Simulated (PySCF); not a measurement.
Geometry relaxation of SiH₅O₄ (charge −1)

The run: geometry relaxation of SiH₅O₄, charge −1. Method and program: PBE0-D3(BJ)/ma-def2-SVP geometry optimisation, gas phase (PySCF 2.14.0).

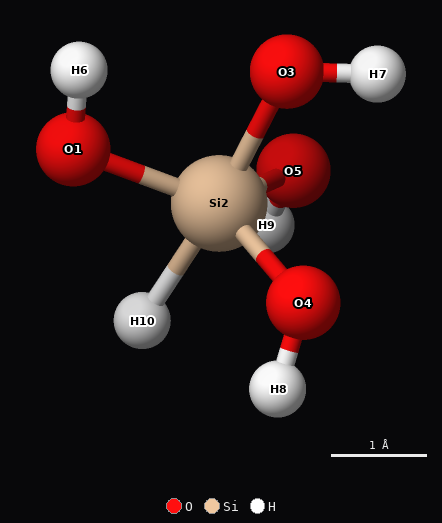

The structure as given in the input (ball-and-stick view, seen at an oblique angle; atoms are numbered from 1 in the order of the input). Bond lengths as drawn: H–O 0.95 to 0.96 Å, H–Si 1.61 Å and O–Si 1.68 to 1.73 Å.

### The input
```
{"job": {"xc": "PBE0", "basis": "ma-def2-SVP", "d3": "d3bj", "grid": 1, "kind": "geom"}, "charge": -1, "multiplicity": 1}
O      0.014925     1.318363    -1.290416
Si     0.154324    -0.006233    -0.263122
O     -0.797190     0.805556     0.931423
O     -0.930531    -1.321454    -0.286094
O      1.438254    -0.200256     0.840764
H     -0.507576     2.004396    -0.879628
H     -0.918030     0.267567     1.708655
H     -0.726141    -1.942620    -0.978052
H      2.219609    -0.553862     0.427632
H      1.021940    -0.631860    -1.469654
```

The first line tells a small driver script what to run in PySCF; the rest is the geometry in Å.

Run as:
```bash
OMP_NUM_THREADS=1 python <driver script> task.json out
```

### Log
```
step   0  E = -592.85074318  max force = 0.015609
step   1  E = -592.85454696  max force = 0.008302
step   2  E = -592.85487992  max force = 0.005223
step   3  E = -592.85529326  max force = 0.001113
step   4  E = -592.85530391  max force = 0.000180
optimisation converged
```

### Trajectory as extended XYZ (Å, eV, eV/Å), 5 frames, from step=0 to step=4
```
10
Properties=species:S:1:pos:R:3:forces:R:3 step=0 energy=-16132.29042
O     0.0149    1.3184   -1.2904    0.0348   0.7340  -0.8027
Si    0.1543   -0.0062   -0.2631    0.6264  -0.6974  -0.6564
O    -0.7972    0.8056    0.9314   -0.4392   0.6822   0.2331
O    -0.9305   -1.3215   -0.2861   -0.7264  -0.3599   0.2340
O     1.4383   -0.2003    0.8408    0.3639   0.1523   0.7579
H    -0.5076    2.0044   -0.8796   -0.2847   0.3014   0.3040
H    -0.9180    0.2676    1.7087   -0.0153  -0.2175   0.2486
H    -0.7261   -1.9426   -0.9780    0.2892  -0.1551  -0.2774
H     2.2196   -0.5539    0.4276    0.1785  -0.2101  -0.3382
H     1.0219   -0.6319   -1.4696   -0.0273  -0.2298   0.2969
10
Properties=species:S:1:pos:R:3:forces:R:3 step=1 energy=-16132.39393
O    -0.0046    1.3838   -1.3163    0.0960  -0.2689   0.0788
Si    0.1687   -0.0103   -0.2933   -0.3720   0.3474   0.4269
O    -0.8111    0.8349    0.9189    0.0738  -0.0908  -0.0620
O    -0.9682   -1.3415   -0.3137    0.1045   0.1407   0.0053
O     1.4814   -0.1786    0.8526   -0.1351   0.0305  -0.1072
H    -0.5386    2.0204   -0.8282   -0.0186  -0.0152   0.0510
H    -0.9182    0.2751    1.6916    0.0006   0.0074  -0.0104
H    -0.6620   -1.9741   -0.9684    0.0490   0.0366   0.0115
H     2.2096   -0.6107    0.3994   -0.0516  -0.0109  -0.0387
H     1.0077   -0.6810   -1.3894    0.2534  -0.1768  -0.3551
10
Properties=species:S:1:pos:R:3:forces:R:3 step=2 energy=-16132.40299
O    -0.0033    1.3798   -1.3069   -0.0008  -0.1337   0.1338
Si    0.1553    0.0023   -0.2778    0.1504  -0.0942  -0.2065
O    -0.8250    0.8463    0.9328    0.0894  -0.1236  -0.0604
O    -0.9630   -1.3296   -0.3176    0.0685   0.0514  -0.0147
O     1.4750   -0.1695    0.8422   -0.0534  -0.0045  -0.0749
H    -0.5394    2.0121   -0.8106    0.0388  -0.0395  -0.0428
H    -0.9337    0.2852    1.7052    0.0006   0.0362  -0.0409
H    -0.6112   -1.9542   -0.9583   -0.0060   0.0465   0.0291
H     2.1721   -0.6280    0.3644   -0.0469   0.0254   0.0088
H     1.0464   -0.7246   -1.4279   -0.2406   0.2360   0.2686
10
Properties=species:S:1:pos:R:3:forces:R:3 step=3 energy=-16132.41424
O    -0.0082    1.3808   -1.2962   -0.0189   0.0362   0.0032
Si    0.1570    0.0019   -0.2803    0.0461  -0.0362  -0.0572
O    -0.8170    0.8307    0.9352   -0.0105   0.0083   0.0158
O    -0.9544   -1.3323   -0.3174   -0.0156  -0.0184   0.0012
O     1.4747   -0.1780    0.8358    0.0187  -0.0036   0.0150
H    -0.5431    2.0154   -0.8039    0.0079  -0.0102  -0.0063
H    -0.9266    0.2686    1.7054    0.0028  -0.0014  -0.0087
H    -0.6073   -1.9544   -0.9617    0.0039   0.0100  -0.0052
H     2.1730   -0.6317    0.3573   -0.0044   0.0053  -0.0099
H     1.0220   -0.6785   -1.4261   -0.0301   0.0099   0.0521
10
Properties=species:S:1:pos:R:3:forces:R:3 step=4 energy=-16132.41453
O    -0.0113    1.3839   -1.2915    0.0014  -0.0018  -0.0002
Si    0.1579    0.0005   -0.2803   -0.0084   0.0071   0.0057
O    -0.8149    0.8254    0.9403    0.0030   0.0005   0.0015
O    -0.9559   -1.3335   -0.3190   -0.0004   0.0004   0.0019
O     1.4800   -0.1775    0.8329    0.0010   0.0003  -0.0005
H    -0.5455    2.0154   -0.7955   -0.0035   0.0031   0.0040
H    -0.9242    0.2581    1.7066   -0.0023  -0.0036   0.0026
H    -0.6122   -1.9494   -0.9708    0.0024  -0.0002  -0.0022
H     2.1791   -0.6229    0.3478   -0.0001  -0.0013  -0.0036
H     1.0168   -0.6779   -1.4218    0.0069  -0.0045  -0.0092
```

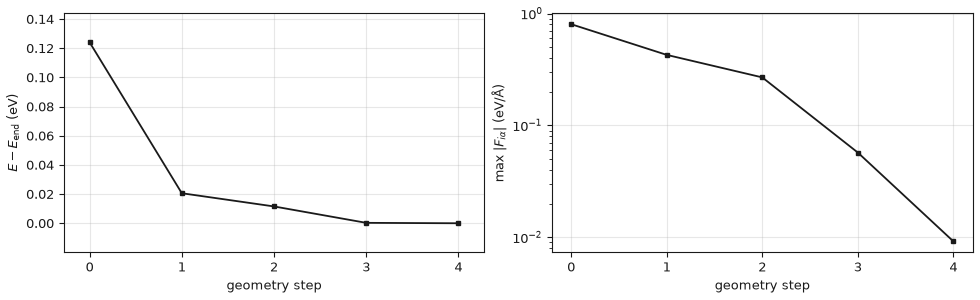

Progress of the relaxation, step by step (steps are counted from 0).

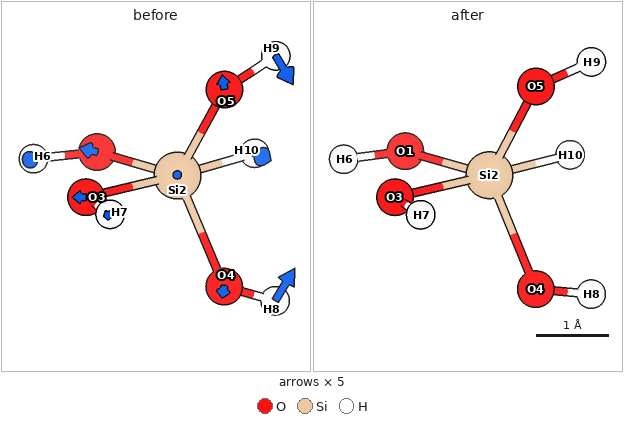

Before (left) and after (right) the relaxation, at one scale (ball-and-stick view, seen at a tilt). The blue arrows give the displacements, magnified 5 times. After 4 geometry steps the energy has fallen by 0.124 eV. The largest force component goes from 0.8 to 0.0092 eV/Å. The largest moves after the best rigid fit, 0.11 Å, are those of H8 and H9. By element the largest moves are H 0.11 Å, O 0.06 Å, Si 0.02 Å. Among the contacts that change: O1–Si2 1.682 → 1.722 Å, Si2–O3 1.730 → 1.765 Å, Si2–O4 1.705 → 1.738 Å, Si2–O5 1.704 → 1.737 Å. Among the angles that change: Si2–O5–H9 112.3° → 106.1°, O1–Si2–H10 83.9° → 88.5°, Si2–O1–H6 110.4° → 106.2°. (Atoms are counted from 1 in the order of the input.)

### Results in brief

| quantity | value |
| --- | --- |
| outcome | converged |
| total energy | −592.855304 hartree |
| point group | Cs |
| hardware | 1 CPU thread, shared host |
| wall time | 10 s |
| peak memory | 0.48 GiB |
